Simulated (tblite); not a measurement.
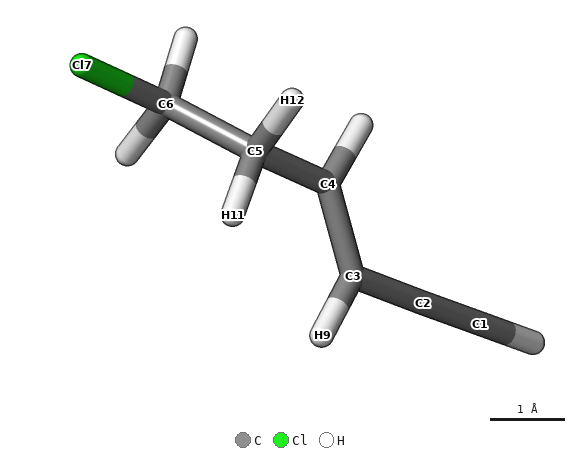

Starting structure of C6H7Cl (charge −1, multiplicity 2). Style: stick. Shown from a free direction.

The calculation used tblite 0.8.0, GFN2-xTB geometry optimisation, gas phase.

```xyz
14

C    -3.5222   -1.0869   -0.1994
C    -2.4711   -0.5711   -0.4295
C    -1.1988    0.0228   -0.6833
C    -0.3004    0.2087    0.2750
C     1.0446    0.8348    0.0729
C     2.1723   -0.1451    0.3507
Cl    3.7582    0.6431    0.1101
H    -4.4696   -1.5297    0.0025
H    -1.0015    0.3380   -1.7055
H    -0.5348   -0.1161    1.3043
H     1.1287    1.2103   -0.9635
H     1.1217    1.7035    0.7303
H     2.1275   -1.0085   -0.3056
H     2.1447   -0.5044    1.3840
```

**Predict the outcome.**

Over 77 geometry steps the energy falls by 0.956 eV. Cl7 moves most after the best rigid fit: 0.56 Å. By element the largest moves are Cl 0.56 Å, H 0.42 Å, C 0.39 Å. Some distances before and after: C6–Cl7 1.787 → 2.366 Å, C5–Cl7 2.721 → 3.199 Å, C3–C4 1.327 → 1.365 Å, C5–C6 1.520 → 1.483 Å. Bonds break, among them: C6–Cl7 (1.79 → 2.37 Å). Bond angles that change, for instance: C4–C5–C6 111.9° → 95.8°, H13–C6–H14 108.0° → 115.9°, C5–C6–H14 111.4° → 117.8°.

Step by step:

```json
{"step": "0", "E − E(0), eV": "0.0000"}
{"step": "1", "E − E(0), eV": "0.1325"}
{"step": "2", "E − E(0), eV": "-0.3380"}
{"step": "3", "E − E(0), eV": "-0.4622"}
{"step": "4", "E − E(0), eV": "-0.6223"}
{"step": "5", "E − E(0), eV": "-0.8288"}
{"step": "6", "E − E(0), eV": "-0.8574"}
{"step": "7", "E − E(0), eV": "-0.8652"}
{"step": "8", "E − E(0), eV": "-0.8811"}
{"step": "9", "E − E(0), eV": "-0.8857"}
{"step": "10", "E − E(0), eV": "-0.8894"}
{"step": "14", "E − E(0), eV": "-0.8967"}
{"step": "17", "E − E(0), eV": "-0.9009"}
{"step": "21", "E − E(0), eV": "-0.9146"}
{"step": "24", "E − E(0), eV": "-0.9270"}
{"step": "28", "E − E(0), eV": "-0.9342"}
{"step": "31", "E − E(0), eV": "-0.9395"}
{"step": "35", "E − E(0), eV": "-0.9446"}
{"step": "38", "E − E(0), eV": "-0.9470"}
{"step": "42", "E − E(0), eV": "-0.9492"}
{"step": "45", "E − E(0), eV": "-0.9521"}
{"step": "49", "E − E(0), eV": "-0.9540"}
{"step": "52", "E − E(0), eV": "-0.9546"}
{"step": "56", "E − E(0), eV": "-0.9549"}
{"step": "59", "E − E(0), eV": "-0.9551"}
{"step": "63", "E − E(0), eV": "-0.9554"}
{"step": "66", "E − E(0), eV": "-0.9555"}
{"step": "70", "E − E(0), eV": "-0.9556"}
{"step": "73", "E − E(0), eV": "-0.9557"}
{"step": "77", "E − E(0), eV": "-0.9558"}
```

The structure at the end:

```xyz
14

C    -3.3837   -1.2519   -0.2091
C    -2.3363   -0.6804   -0.4057
C    -1.1589    0.0223   -0.6478
C    -0.3156    0.4468    0.3377
C     1.0235    1.0475    0.0981
C     1.7894   -0.2061    0.3016
Cl    4.1094    0.2042    0.0790
H    -4.2762   -1.7744   -0.0314
H    -0.9171    0.2192   -1.6865
H    -0.5796    0.2467    1.3688
H     1.1349    1.4382   -0.9134
H     1.2885    1.8190    0.8234
H     1.7462   -0.9473   -0.4773
H     1.8748   -0.5845    1.3057
```

After the run, drawn alike:

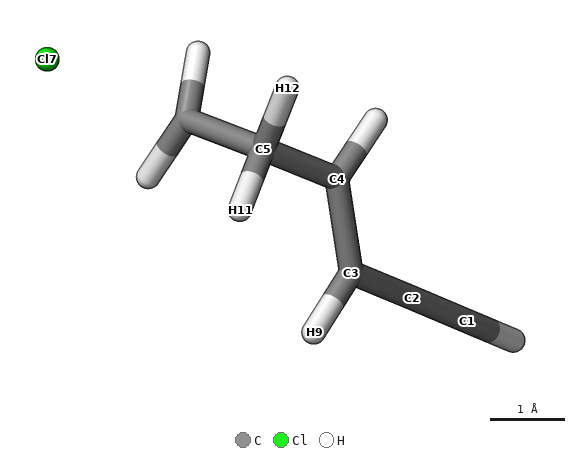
